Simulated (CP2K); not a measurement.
# C2H6OSSn (SMILES C[O][Sn][S]C): GFN2-xTB

Aim: the energy difference between two shapes of C2H6OSSn at GFN2-xTB, from 2 runs. 

Program for the calculation: CP2K 2026.2.

4 further runs of the same task are left out: 1 that didn't finish, 3 set aside as unsound or not needed.

## (1) The system as given

The species is C2H6OSSn (11 atoms), meant as a singlet with charge 0. SMILES: `C[O][Sn][S]C`. Geometry: a rough force-field guess. This is one conformer, not always the lowest.

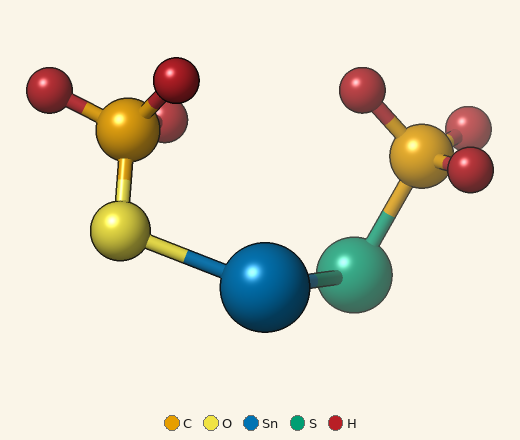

Viewed from a chosen angle; carbon amber, oxygen yellow, tin blue, sulfur teal, hydrogen red.

## (2) Energy and forces at GFN2-xTB

calc.inp reads:

```
&FORCE_EVAL
  METHOD QS
  &DFT
    CHARGE 0
    MULTIPLICITY 1
    &QS
      METHOD XTB
      EPS_DEFAULT 1.0E-10
      &XTB
        GFN_TYPE TBLITE
        &TBLITE
          METHOD GFN2
        &END TBLITE
        CHECK_ATOMIC_CHARGES F
      &END XTB
    &END QS
    ! cluster boundary conditions
    &POISSON
      PERIODIC NONE
      POISSON_SOLVER ANALYTIC
    &END POISSON
    &SCF
      SCF_GUESS ATOMIC
      EPS_SCF 1.0E-07
      MAX_SCF 150
      ADDED_MOS 4
      &DIAGONALIZATION
        ALGORITHM STANDARD
      &END DIAGONALIZATION
      &MIXING
        METHOD DIRECT_P_MIXING
        ALPHA 0.4
      &END MIXING
    &END SCF
    &PRINT
      &MOMENTS
        PERIODIC F
        REFERENCE COM
        MAX_MOMENT 1
      &END MOMENTS
      &MO ON
        ENERGIES T
        OCCUPATION_NUMBERS T
        NDIGITS 6
        &EACH
          QS_SCF 0
        &END EACH
        ADD_LAST NUMERIC
      &END MO
      &HIRSHFELD OFF
      &END HIRSHFELD
    &END PRINT
  &END DFT
  ! atoms, cell and kinds
  &SUBSYS
    ! vacuum box
    &CELL
      ABC [angstrom] 10.5 10.7 13.5
      PERIODIC NONE
    &END CELL
    &COORD
      C     -0.446200    -0.303400     1.866500
      O      0.216500    -1.463500     1.771300
      Sn     1.304400    -1.380500     0.109200
      S     -0.000600    -1.076100    -1.824300
      C      0.216500     0.698600    -1.914200
      H     -1.092700    -0.247500     2.787600
      H      0.221700     0.615000     1.899600
      H     -1.160200    -0.144100     0.993800
      H     -0.133800     1.205600    -0.919700
      H     -0.345900     1.129500    -2.730600
      H      1.285900     0.909400    -2.018600
    &END COORD
    &TOPOLOGY
      &CENTER_COORDINATES
      &END CENTER_COORDINATES
    &END TOPOLOGY
  &END SUBSYS
  ! extra output
  &PRINT
    &FORCES ON
    &END FORCES
  &END PRINT
&END FORCE_EVAL

&GLOBAL
  PROJECT calc
  RUN_TYPE ENERGY_FORCE
  PRINT_LEVEL MEDIUM
&END GLOBAL
```

Command:

```
$ OMP_NUM_THREADS=1 cp2k.psmp calc.inp > calc.out
```

What it wrote:

```text
CP2K| version string:                                       CP2K version 2026.2
[...]
 GLOBAL| Method name                                                        CP2K
[...]
 GLOBAL| Run type                                                   ENERGY_FORCE
[...]
                             - Atoms:                                         11
[...]
                             - Spherical basis functions:                     36
[...]
 Number of electrons:                                                         30
[...]
  *** SCF run converged in    47 steps ***
[...]
  Fermi energy:                                                -0.30693415049297
[...]
 TB_DIPOLE| Moment [Debye]          2.28321661       1.77606011      -0.96089161
 TB_DIPOLE| Derivative [a.u.]       0.00000000       0.00000000       0.00000000
[...]
 ENERGY| Total FORCE_EVAL ( QS ) energy [hartree]            -16.769715082303186
 FORCES| Atomic forces [hartree/bohr]
 FORCES|   Atom     x               y               z               |f|
 FORCES|      1 -4.19569756E-02  4.64187091E-02  8.82738754E-03   6.31902455E-02
 FORCES|      2 -3.71705826E-03 -2.37912365E-02  1.85233509E-02   3.03801577E-02
 FORCES|      3  6.09443083E-02 -1.80069414E-02 -2.38298520E-03   6.35935317E-02
 FORCES|      4 -3.29564354E-02 -1.33137262E-02 -2.59104192E-02   4.39855859E-02
 FORCES|      5  2.76647341E-03  3.41139667E-02  3.43314898E-02   4.84774926E-02
 FORCES|      6  1.15532037E-02 -4.00783550E-03 -1.13031039E-02   1.66523097E-02
 FORCES|      7 -8.03008203E-03 -9.77114461E-03  4.61560179E-04   1.26558493E-02
 FORCES|      8  7.47771734E-03  5.14938333E-04  1.27463532E-02   1.47868501E-02
 FORCES|      9  8.04260803E-03 -1.29764663E-02 -3.05630696E-02   3.41639203E-02
 FORCES|     10 -3.70598066E-04 -3.66069534E-03 -1.27281054E-03   3.89333790E-03
 FORCES|     11 -3.75316151E-03  4.48043170E-03 -3.45775314E-03   6.79091646E-03
 FORCES| Sum     1.17093835E-17 -8.93382590E-17  7.89299182E-17
 FORCES| Total atomic force                                       1.19784666E-16
[...]
```

It took 0.99 s on 1 thread of Intel Xeon 6975P-C (Granite Rapids), shared host; peak memory 0.19 GiB.

## (3) The distorted shape, same level

gas.inp reads:

```
&GLOBAL
  PROJECT gas
  RUN_TYPE ENERGY_FORCE
  PRINT_LEVEL MEDIUM
&END GLOBAL

&FORCE_EVAL
  METHOD Quickstep
  &DFT
    CHARGE 0
    MULTIPLICITY 1
    &QS
      METHOD XTB
      EPS_DEFAULT 1.0E-10
      &XTB
        GFN_TYPE TBLITE
        &TBLITE
          METHOD GFN2
        &END TBLITE
        CHECK_ATOMIC_CHARGES F
      &END XTB
    &END QS
    &POISSON
      PERIODIC NONE
      POISSON_SOLVER ANALYTIC
    &END POISSON
    # SCF settings
    &SCF
      SCF_GUESS ATOMIC
      EPS_SCF 1.0E-07
      MAX_SCF 150
      ADDED_MOS 4
      &DIAGONALIZATION
        ALGORITHM STANDARD
      &END DIAGONALIZATION
      &MIXING
        METHOD DIRECT_P_MIXING
        ALPHA 0.4
      &END MIXING
    &END SCF
    # extra output
    &PRINT
      &MOMENTS
        PERIODIC F
        REFERENCE COM
        MAX_MOMENT 1
      &END MOMENTS
      &MO ON
        ENERGIES T
        OCCUPATION_NUMBERS T
        NDIGITS 6
        &EACH
          QS_SCF 0
        &END EACH
        ADD_LAST NUMERIC
      &END MO
      &HIRSHFELD OFF
      &END HIRSHFELD
    &END PRINT
  &END DFT
  &SUBSYS
    &CELL
      ABC [angstrom] 10.4 10.7 13.5
      PERIODIC NONE
    &END CELL
    &COORD
      C     -0.454065    -0.303612     1.871420
      O      0.199443    -1.503755     1.792303
      Sn     1.267814    -1.346352     0.090023
      S      0.011731    -1.077224    -1.815404
      C      0.224079     0.696394    -1.892974
      H     -1.109460    -0.275992     2.776802
      H      0.198175     0.615359     1.897212
      H     -1.164445    -0.150995     0.978658
      H     -0.136895     1.189770    -0.906704
      H     -0.301060     1.126991    -2.708112
      H      1.272247     0.883946    -2.019490
    &END COORD
    &TOPOLOGY
      &CENTER_COORDINATES
      &END CENTER_COORDINATES
    &END TOPOLOGY
  &END SUBSYS
  # extra output
  &PRINT
    &FORCES ON
    &END FORCES
  &END PRINT
&END FORCE_EVAL
```

Command:

```
$ OMP_NUM_THREADS=1 cp2k.psmp -i gas.inp -o gas.out
```

What it wrote:

```text
CP2K| version string:                                       CP2K version 2026.2
[...]
 GLOBAL| Method name                                                        CP2K
[...]
 GLOBAL| Run type                                                   ENERGY_FORCE
[...]
                             - Atoms:                                         11
[...]
                             - Spherical basis functions:                     36
[...]
 Number of electrons:                                                         30
[...]
  *** SCF run converged in    51 steps ***
[...]
  Fermi energy:                                                -0.30457836647101
[...]
 TB_DIPOLE| Moment [Debye]          2.17348541       2.04871268      -1.14629914
 TB_DIPOLE| Derivative [a.u.]       0.00000000       0.00000000       0.00000000
[...]
 ENERGY| Total FORCE_EVAL ( QS ) energy [hartree]            -16.764456505512314
 FORCES| Atomic forces [hartree/bohr]
 FORCES|   Atom     x               y               z               |f|
 FORCES|      1 -3.85783067E-02  2.43137861E-02  1.25708267E-03   4.56182661E-02
 FORCES|      2 -1.05215096E-02 -4.79091482E-03  1.44084068E-02   1.84731485E-02
 FORCES|      3  7.05812068E-02 -1.75713612E-02  1.76980740E-02   7.48577405E-02
 FORCES|      4 -4.60482111E-02 -1.56964634E-02 -4.17036444E-02   6.40781606E-02
 FORCES|      5 -8.89749316E-04  2.61900063E-02  3.89128258E-02   4.69139222E-02
 FORCES|      6  1.03858745E-02 -5.76096964E-04 -9.34466914E-03   1.39828866E-02
 FORCES|      7 -4.05242734E-03 -1.06960770E-02  2.03612930E-03   1.16178334E-02
 FORCES|      8  9.88014638E-03 -7.68343576E-04  1.69950150E-02   1.96732859E-02
 FORCES|      9  9.02962252E-03 -1.01251307E-02 -2.83927481E-02   3.14674515E-02
 FORCES|     10 -1.07761508E-02  1.03359580E-03 -1.10985378E-02   1.55039120E-02
 FORCES|     11  1.09895047E-02  8.68699938E-03 -7.67934146E-04   1.40293583E-02
 FORCES| Sum    -3.29597460E-16  1.73472348E-18  3.25260652E-18
 FORCES| Total atomic force                                       3.29618074E-16
[...]
```

Run time: 1 s. Hardware: 1 thread of Intel Xeon 6975P-C (Granite Rapids), shared host; peak memory 0.19 GiB.

## (4) Summary of results

At GFN2-xTB:

| quantity | value |
| --- | --- |
| first shape: total energy | -16.76972 Eh |
| first shape: dipole moment (from atomic charges alone) | 3.05 D |
| first shape: HOMO energy | -9.95 eV |
| first shape: LUMO energy | -7.46 eV |
| first shape: HOMO–LUMO gap | 2.49 eV |
| first shape: largest force on an atom | 3.270 eV/Å |
| distorted shape: total energy | -16.76446 Eh |
| distorted shape: dipole moment (from atomic charges alone) | 3.20 D |
| distorted shape: HOMO energy | -10.00 eV |
| distorted shape: LUMO energy | -7.39 eV |
| distorted shape: HOMO–LUMO gap | 2.61 eV |
| distorted shape: largest force on an atom | 3.849 eV/Å |
| energy change with the atoms displaced | 0.143 eV |

**Reading.** With the atoms displaced the energy rises by 0.14 eV (13.8 kJ/mol). The first shape isn't relaxed at this level, so the change isn't measured from a minimum. The largest force (first shape) is 3.27 eV/Å: the shape isn't a stationary point for this species at this level. The dipole (first shape) comes from point charges on the atoms alone, without atomic dipoles, so it is partial. The dipole (distorted shape) comes from point charges on the atoms alone, without atomic dipoles, so it is partial.
